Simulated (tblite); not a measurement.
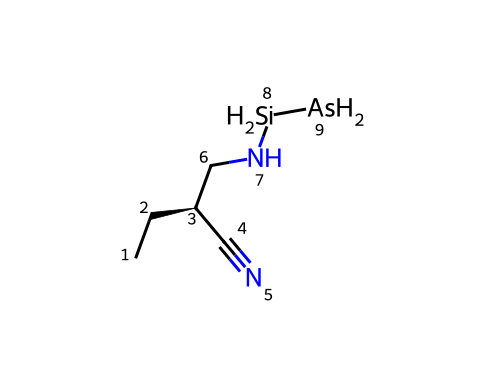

A structural formula, with wedges where it has stereocentres; small numbers name the atoms. The configuration is that of a computed structure (GFN2-xTB).

Assign CIP descriptors.

Answer. C3: S.

Give a SMILES with the stereochemistry.

Answer. CC[C@H](C#N)CN[SiH2][AsH2]
